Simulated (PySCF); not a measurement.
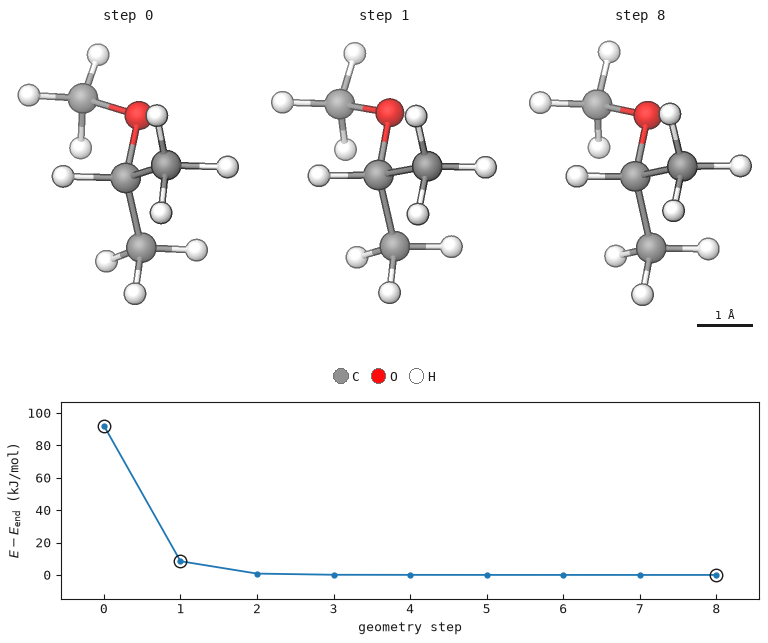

Frames of a relaxation of C₄H₁₀O, marked on the history of the run. The picture is a ball-and-stick view, seen from a free direction.

The start comes from MMFF94s. Its atoms were then displaced at random by about 0.03 Å.

These are results of PySCF 2.14.0, density-fitted response routines, PBE0-D3(BJ)/def2-SVP geometry optimisation, gas phase, not measurements. 

Question: What happens along the run?

Answer: An H atom moves most after the best rigid fit: 0.14 Å. Largest moves by element: H 0.14 Å, C 0.12 Å, O 0.06 Å. Some distances before and after: C–C 1.417 → 1.515 Å, C–H 1.189 → 1.100 Å, C–H 1.199 → 1.112 Å, C–H 1.015 → 1.100 Å. Bond angles that change, for instance: H–C–H 99.4° → 108.5°, C–C–H 119.4° → 110.3°, H–C–H 115.5° → 108.3°. Over 8 geometry steps the energy falls by 92.2 kJ/mol. Cost: 42 s on 1 thread of Arm Neoverse V1, on a shared host. From step 0 to 1: H atoms move most (0.17 Å), energy −83.7 kJ/mol. From step 1 to 8: H atoms move most (0.12 Å), energy −8.48 kJ/mol.
